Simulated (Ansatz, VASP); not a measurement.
## Cross-check of PtSe2 (Sudovikovite) between VASP and Ansatz

Wanted: the spread between two codes on one cell, functional and k mesh.

Calculated with Ansatz 0.2.0; plane waves, with VASP 6.6.1 beside it; single point at LDA.

The database entry behind the starting cell has ideal inner coordinates that were not refined, so it need not match the best structure at ambient conditions.

### 1. The starting structure

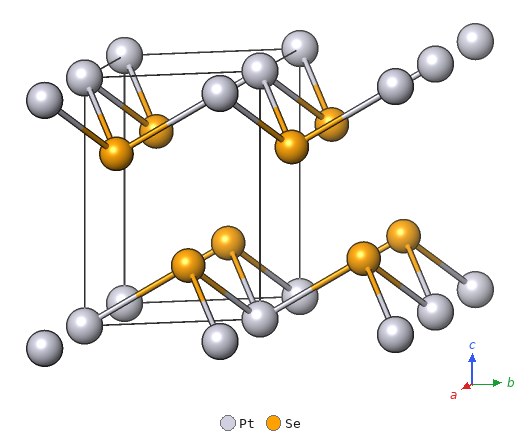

The cell as given, slightly off an axis (platinum light grey, selenium orange). 2×2×1 cells are drawn. Bonds to atoms that aren't drawn are left out. Some periodic images of atoms are drawn too.

### 2. Ansatz: single point, LDA

Ansatz runs on its default PAW (the set named soft_2) files.

A single point gives forces, pressure and levels at one fixed geometry, so differences don't come from the geometry; what else differs is listed under the comparison.

Contents of input.yaml:

```yaml
crystal:
  lattice:
    - [3.724, 0.0, 0.0]
    - [-1.862, 3.2250786, 0.0]
    - [0.0, 0.0, 5.062]
  atoms:
    - { symbol: Pt, position: [0.0, 0.0, 0.0] }
    - { symbol: Se, position: [0.66666667, 0.33333333, 0.74486483] }
    - { symbol: Se, position: [0.33333333, 0.66666667, 0.25513517] }
hamiltonian:
  xc: lda
  pseudopotentials: { kind: paw }
kpoints:
  mp_grid: { grid: [7, 7, 5] }
scf:
  occupations: { method: gaussian, width: 0.01 }
  n_extra_bands: 4
output:
  forces: true
  stress: true
  eigenvalues: true
```

The run is started by

```sh
> ansatz run input.yaml --threads 2 --pin off --max-ram 4608MiB --backend cpu --events-out ev --progress --plain --runs-dir out
```

Numbers of over 12 decimals in the logs are rounded to 6 here.

The log of the run:

```text
scf.n_extra_bands = 4 over 25 filled bands (N_el = 50.0): the run solves 29 bands
Engine: ansatz 0.2.0, aarch64-unknown-linux-gnu
Pseudopotentials: kind: paw
Pseudopotential: Pt, paw, valence charge 18, recommended cutoff 420 eV (normal), Pt.paw.azcp
Pseudopotential: Se, paw, valence charge 16, recommended cutoff 420 eV (normal), Se.paw.azcp
Functional definition: SPW92
  exchange = slater_x
  correlation = pw_c
Crystal: 3 atoms, lattice volume = 60.796 Å³
Basis set: ecut = 420 eV, 1205 PW (Γ)
Bands: 29, of which v1, the nominal top of the filled ones, is band 25 counted from 1 (24 counted from 0)
Symmetry: 12 space group operations
Space group: P-3m1 (ITA 164), of the structure as read, at distance tolerance 3.9e-5 Å
k-points: 32 of 245
Non-local potential: Pt, projectors of the file, l = 0: 3, l = 1: 2, l = 2: 2, l = 3: 1
Non-local potential: Se, projectors of the file, l = 0: 2, l = 1: 2, l = 2: 3, l = 3: 1
PAW form: soft (Blöchl's): semilocal exchange-correlation on the pseudo side does not see the compensation charge
PAW frozen core: Pt, regenerated for the run's functional, and the local potential with it (the file was generated under x = pbe(κ = 0.804, μ = 0.219515), c = pbe(β = 0.066725))
PAW frozen core: Se, regenerated for the run's functional, and the local potential with it (the file was generated under x = pbe(κ = 0.804, μ = 0.219515), c = pbe(β = 0.066725))
PAW one-centre angular grid: Pt, 590 points (default); XC on 64 Gauss nodes
PAW one-centre angular grid: Se, 590 points (default); XC on 64 Gauss nodes
Initial density: superposition of atomic densities (neutral atoms: chi_scale 0, normalization atom), corrected by the library's trained network
Initial wavefunctions: pseudopotential atomic-orbital guess
Functional: x = slater, c = lda
SCF iter   1: F=—  HF=-23012.750229 eV  |F-HF|=—  |Δ(HF+E_count)|=         —  Δρ=4.92e-3  dr2=6.01e-3  ethr=1.77e-3  ⟨swp⟩=6.2  Hψ=3588  notcnv=0
preconditioner: auto → LDOS  [insulator: Δε(μ)=0.353 eV  Ē_g=9.188 eV  σ=0.010 eV  W_gap=0.57  n_scr=22 (ndim 8)  ℏωp=22.3 eV  f_vac=0.032  D(μ)=7.86/eV (n_scr^D=108)  ε∞_Penn≈6.9  β→1.0]
SCF iter   2: F=—  HF=-23012.750524 eV  |F-HF|=—  |Δ(HF+E_count)|=   2.95e-4  Δρ=1.14e-3  dr2=1.67e-3  ethr=1.20e-5  ⟨swp⟩=2.2  Hψ=1991  notcnv=0  defer=2
SCF iter   3: F=—  HF=-23012.750071 eV  |F-HF|=—  |Δ(HF+E_count)|=   4.54e-4  Δρ=8.08e-4  dr2=5.00e-4  ethr=3.33e-6  ⟨swp⟩=2.0  Hψ=1724  notcnv=0  defer=2
SCF iter   4: F=—  HF=-23012.750003 eV  |F-HF|=—  |Δ(HF+E_count)|=   6.78e-5  Δρ=5.83e-4  dr2=3.83e-4  ethr=1.00e-6  ⟨swp⟩=3.0  Hψ=1703  notcnv=0  defer=2
SCF iter   5: F=—  HF=-23012.749969 eV  |F-HF|=—  |Δ(HF+E_count)|=   3.42e-5  Δρ=4.61e-4  dr2=1.87e-4  ethr=7.66e-7  ⟨swp⟩=1.0  Hψ=926  notcnv=0  defer=2
SCF iter   6: F=—  HF=-23012.749932 eV  |F-HF|=—  |Δ(HF+E_count)|=   3.68e-5  Δρ=1.00e-4  dr2=1.13e-5  ethr=3.75e-7  ⟨swp⟩=2.0  Hψ=1018  notcnv=0  defer=2
SCF iter   7: F=—  HF=-23012.749932 eV  |F-HF|=—  |Δ(HF+E_count)|=   1.17e-7  Δρ=1.92e-5  dr2=2.65e-7  ethr=2.26e-8  ⟨swp⟩=2.0  Hψ=1116  notcnv=0  defer=2
SCF iter   8: F=-23012.749932 eV  HF=-23012.749932 eV  |F-HF|=4.03e-9  |Δ(HF+E_count)|=   1.47e-8  Δρ=5.24e-6  dr2=1.67e-8  ethr=2.00e-10  ⟨swp⟩=5.1  Hψ=3843  notcnv=0
SCF 1 converged in 8 iterations: F = -23012.749932 eV  dr2 = 1.67e-8
  greatest PAW one-centre occupation: 1.000 electrons in one spin orbital (limit 2), on the Se atom at site 2 (counted from 0), in its partial waves of l = 2
SCF converged after 8 iterations
Free energy (F): -23012.749932 eV
Harris-Foulkes:  -23012.749932 eV  (|F-HF|=4.03e-9)
Internal energy: -23012.749534 eV  (E = F + TS)
E sigma→0 (E₀):  -23012.749733 eV
Entropy (-TS):   -0.000398 eV (-0.133 meV/atom)
Fermi energy:    12.956659 eV
--- Per-component energies (eV) ---
  E_band       = -977.058412
  E_kinetic    = 876.495775
  E_local      = -6751.544817  (includes V_loc(G=0)·N_el)
  E_nonlocal   = -969.647162
  E_hartree    = 3119.717149
  E_xc         = -468.104855
  E_vxc        = -500.434040  (∫ρ·V_xc dr)
  E_paw        = -12833.255256  (= ΣΔE_a)
  E_vpaw       = 128.637304  (= ΣTr[D̂ρ^β])
  E_aug_tail   = -0.001042  (compensation charges beyond the density's cutoff)
  E_ewald      = -5991.307921
  E_core_change = 4.898594  (= ΣΔE_core)
  E_smearing   = -0.000398  (= −TS)
  E_closure    = -0.000000  (closes the sum)
  Σ components = -23012.749932   (vs F -23012.749932, Δ=0.00e0)
--- Forces (eV/Å), atoms counted from 1 ---
  atom   1  Pt     0.00000000     0.00000000     0.00000000
  atom   2  Se     0.00000000     0.00000000     0.08883837
  atom   3  Se     0.00000000    -0.00000000    -0.08883837
  max |Σ_I F_I| component: 2.31e-18 eV/Å
--- Stress (GPa, compression-positive) ---
       -1.637457       0.000000       0.000000
       -0.000000      -1.637457      -0.000000
        0.000000      -0.000000      -3.059386
  P = ⅓ Tr σ = -2.1114 GPa (-21.114 kbar)
--- Band table (eV; the first three rows and the last of 32) ---
  k-point 0: bands = [... 21 lower, 10.3701, 11.9491, 11.9491, 13.4220, 14.3116, 14.3116, 16.4620, 16.9125]
  k-point 1: bands = [... 21 lower, 10.3291, 11.7605, 11.7605, 12.5101, 14.6265, 14.6265, 16.7937, 17.8108]
  k-point 2: bands = [... 21 lower, 10.0611, 11.3576, 11.5034, 11.5034, 15.1325, 15.1325, 17.5367, 18.9958]
  k-point 31: bands = [... 21 lower, 9.3325, 9.4750, 10.3685, 10.7491, 14.3947, 14.9091, 18.8651, 19.7480]
```

Wall time 3.3 s (2 threads of Arm Neoverse N1, shared host); peak memory 0.35 GiB.

The column dr2 measures how far the density is from self-consistency, as an energy; F and HF (Harris–Foulkes) agree once it is small.

The run ends at a pressure of -2.11 GPa, with forces up to 0.089 eV/Å.

### 3. VASP: single point, LDA

The same cell, functional (in two slightly different forms), mesh and smearing now go to VASP, with its own data sets and cutoff.

Lines of VASP's logs that name or quote its potential files are left out, and so is its time.

Contents of INCAR:

```
SYSTEM = PtSe2
PREC = Accurate
ENCUT = 400
EDIFF = 1E-07
NELM = 100
ISMEAR = 0
SIGMA = 0.01
LREAL = .FALSE.
ALGO = Normal
GGA = CA
NBANDS = 17
LORBIT = 11
LWAVE = .FALSE.
LCHARG = .FALSE.
KPAR = 2
```

Contents of POSCAR:

```
PtSe2
1.0
    3.7240000000      0.0000000000      0.0000000000
   -1.8620000000      3.2250786000      0.0000000000
    0.0000000000      0.0000000000      5.0620000000
Pt Se
1 2
Direct
    0.0000000000      0.0000000000      0.0000000000
    0.6666666700      0.3333333300      0.7448648300
    0.3333333300      0.6666666700      0.2551351700
```

Contents of KPOINTS:

```
Automatic mesh
0
Gamma
7 7 5
0 0 0
```

Potentials, in the order of the species: Pt and Se (PBE family, release 64).

The run is started by

```sh
> mpirun -np 2 vasp_std
```

The log of the run:

```text
[banner, memory and clock lines left out]
running    2 mpi-ranks, on    1 nodes
 distrk:  each k-point on    1 cores,    2 groups
 distr:  one band on    1 cores,    1 groups

 POSCAR found type information on POSCAR PtSe
 POSCAR found :  2 types and       3 ions
|                                                                             |
|               ----> ADVICE to this user running VASP <----                  |
|                                                                             |
|     You enforced a specific xc type in the INCAR file but a different       |
|     [... a line on the potential file left out ...]
|     I HOPE YOU KNOW WHAT YOU ARE DOING!                                     |
|                                                                             |

 LDA part: xc-table for (Slater(with rela. corr.)+CA(PZ))
 , standard interpolation
 POSCAR, INCAR and KPOINTS ok, starting setup
 FFT: planning ... GRIDC
 FFT: planning ... GRID_SOFT
 FFT: planning ... GRID
 WAVECAR not read
 entering main loop
       N       E                     dE             d eps       ncg     rms          rms(c)
DAV:   1     0.886553270854E+02    0.88655E+02   -0.87540E+03  1136   0.911E+02
DAV:   2    -0.144364575590E+02   -0.10309E+03   -0.10029E+03  1380   0.197E+02
DAV:   3    -0.181335342966E+02   -0.36971E+01   -0.36827E+01  1315   0.382E+01
DAV:   4    -0.181563570211E+02   -0.22823E-01   -0.22819E-01  1424   0.331E+00
DAV:   5    -0.181565988285E+02   -0.24181E-03   -0.24180E-03  1356   0.320E-01    0.134E+01
DAV:   6    -0.174204610536E+02    0.73614E+00   -0.56986E+00  1108   0.217E+01    0.764E+00
DAV:   7    -0.171538935773E+02    0.26657E+00   -0.10985E+00  1108   0.105E+01    0.372E+00
DAV:   8    -0.171261635493E+02    0.27730E-01   -0.70635E-02  1231   0.177E+00    0.932E-01
DAV:   9    -0.171219074193E+02    0.42561E-02   -0.94461E-03  1185   0.943E-01    0.198E-01
DAV:  10    -0.171218683775E+02    0.39042E-04   -0.14585E-03  1270   0.232E-01    0.346E-02
DAV:  11    -0.171218697237E+02   -0.13463E-05   -0.46303E-05  1353   0.478E-02    0.272E-02
DAV:  12    -0.171218686617E+02    0.10620E-05   -0.51747E-06  1213   0.145E-02    0.363E-03
DAV:  13    -0.171218686820E+02   -0.20307E-07   -0.28326E-07  1300   0.361E-03
   1 F= -.17121869E+02 E0= -.17121670E+02  d E =-.396441E-03
```

From OUTCAR (step 3):

```text
ion  position               nearest neighbor table
   1  0.000  0.000  0.000-   2 2.51   3 2.51   3 2.51   2 2.51   2 2.51   3 2.51
   2  0.667  0.333  0.745-   1 2.51   1 2.51   1 2.51
   3  0.333  0.667  0.255-   1 2.51   1 2.51   1 2.51

  LATTYP: Found a hexagonal cell.
 ALAT       =     3.7240000000
 C/A-ratio  =     1.3592910849

 Subroutine GETGRP returns: Found 12 space group operations
 (whereof 12 operations were pure point group operations)

The static configuration has the point symmetry D_3d.

 Found     32 irreducible k-points:

   k-points           NKPTS =     32   k-points in BZ     NKDIM =     32   number of bands    NBANDS=     17

   dimension x,y,z NGX =    24 NGY =   24 NGZ =   36
   dimension x,y,z NGXF=    48 NGYF=   48 NGZF=   72

   ENCUT  =  400.0 eV  29.40 Ry    5.42 a.u.   6.07  6.07  8.25*2*pi/ulx,y,z

   NELECT =      22.0000    total number of electrons

 k-points in reciprocal lattice and weights: Automatic mesh
   0.00000000  0.00000000  0.00000000       0.004
   0.14285714  0.00000000  0.00000000       0.024
   0.28571429  0.00000000  0.00000000       0.024
   0.42857143 -0.00000000  0.00000000       0.024
   0.14285714  0.14285714  0.00000000       0.024
   0.28571429  0.14285714  0.00000000       0.049
   0.42857143  0.14285714  0.00000000       0.024
   0.28571429  0.28571429  0.00000000       0.024
   0.00000000  0.00000000  0.20000000       0.008
[...]
0.42857143  0.14285714  0.40000000       0.049
   0.28571429  0.28571429  0.40000000       0.049

 average (electrostatic) potential at core
       1 -68.6092       2 -52.6288       3 -52.6288

 E-fermi :   6.2272

 k-point     1 :       0.0000    0.0000    0.0000
  band No.  band energies     occupation
    ...
      6       2.2982      2.00000
      7       2.2982      2.00000
      8       3.6418      2.00000
      9       5.2197      2.00000
     10       5.2197      2.00000
     11       6.6994      0.00000
     12       7.5857      0.00000
     13       7.5857      0.00000
     14       9.7193      0.00000
     15      10.2263      0.00000
    ...

 k-point     2 :       0.1429    0.0000    0.0000
  band No.  band energies     occupation
    ...
      7       2.1570      2.00000
      8       3.2161      2.00000
      9       4.5707      2.00000
     10       4.9777      2.00000
     11       5.8935      2.00000
     12       7.5764      0.00000
     13       7.6966      0.00000
     14      10.9222      0.00000
     15      11.3868      0.00000
     16      13.0163      0.00000
    ...

 k-point     3 :       0.2857    0.0000    0.0000
  band No.  band energies     occupation
    ...
      7       2.0304      2.00000
      8       2.7003      2.00000
      9       3.9521      2.00000
     10       4.2191      2.00000
     11       4.5624      2.00000
     12       7.4672      0.00000
     13       8.1178      0.00000
     14      10.9333      0.00000
     15      12.6175      0.00000
     16      13.8051      0.00000
    ...

  Total       -0.2898318     -0.2898318     -0.9400909      0.0000000      0.0000000      0.0000000
  in kB       -7.6380862     -7.6380862    -24.7746954      0.0000000      0.0000000      0.0000000
  external PRESSURE =     -13.3502892 kB  Pullay stress =       0.0000000 kB

  energy-cutoff  :      400.00
  volume of cell :       60.80
      direct lattice vectors                 reciprocal lattice vectors
     3.724000000  0.000000000  0.000000000     0.268528464  0.155034981  0.000000000
    -1.862000000  3.225078600  0.000000000     0.000000000  0.310069962  0.000000000
     0.000000000  0.000000000  5.062000000     0.000000000  0.000000000  0.197550375

 POSITION                                       TOTAL-FORCE (eV/Angst)
 -----------------------------------------------------------------------------------
      0.00000      0.00000      0.00000         0.000000      0.000000      0.000000
      1.86200      1.07503      3.77051         0.000000      0.000000     -0.001430
     -0.00000      2.15005      1.29149        -0.000000     -0.000000      0.001430
 -----------------------------------------------------------------------------------
    total drift:                                0.000000      0.000000      0.000000

  FREE ENERGIE OF THE ION-ELECTRON SYSTEM (eV)
  ---------------------------------------------------
  free  energy   TOTEN  =       -17.1218686820 eV

  energy  without entropy=      -17.1214722408  energy(sigma->0) =      -17.12167046

 total charge
# of ion       s       p       d       tot
------------------------------------------
    1        0.678   0.687   8.048   9.413
    2        1.492   2.217   0.069   3.777
    3        1.492   2.217   0.069   3.777
--------------------------------------------------
tot          3.661   5.122   8.185  16.968

[... 3 further parts left out ...]
```

The run ends at a pressure of -1.34 GPa, with forces up to 0.0014 eV/Å.

### 4. Side by side

Known differences besides the PAW data sets themselves: the two LDA forms differ slightly; the data sets hold 50 valence electrons in Ansatz (default PAW (the set named soft_2) files) and 22 in VASP; the cutoff is 420 eV in Ansatz and 400 eV in VASP; Ansatz makes its cores anew for this functional, VASP keeps those of its PBE data sets. Total energies have different zeros and are not compared.

Compared:

| quantity | Ansatz | VASP | difference |
| --- | --- | --- | --- |
| pressure (GPa) | -2.11 | -1.34 | -0.78 |

At this near-relaxed geometry the largest component of a force difference is 90 meV/Å.

### 5. Looking for the cause

The difference is large enough to ask for its cause, so further runs change the set-up of one program at a time, as the table lists.

```csv
run,r.m.s. force difference (meV/Å)
as above,43
Ansatz's larger PAW set (cutoff 900 eV),41
norm-conserving potentials (cutoff 1170 eV),45
```

### 6. Summary of results

| Quantity | Value |
| --- | --- |
| r.m.s. force difference (single point, LDA) | 43 meV/Å |
| difference in pressure (single point, LDA) | -0.78 GPa |

The r.m.s. force difference is 43 meV/Å (single point, LDA), beyond the 12 meV/Å picked in this series as the mark of a large difference. For single point, LDA: no further run halves the r.m.s. force difference; only Ansatz's side was varied, and Ansatz's runs with other potentials lie closer to each other than to VASP, which for this quantity points to VASP's side; this was not tested here. How closely two codes agree says nothing of how well the functional describes the real material.

[Lines on the potential files, build, host, timing and source positions are cut from VASP's logs without a mark.]

[Logs are printed without paths, hosts, clocks, repeated set-up lines and the standing remarks that a program may print on its own settings, such as how far it seeks lower states.]

[Hosts, paths, dates, database ids (printed as entryN), source tags and the programs' standing remarks are cut or masked in the printed files.]
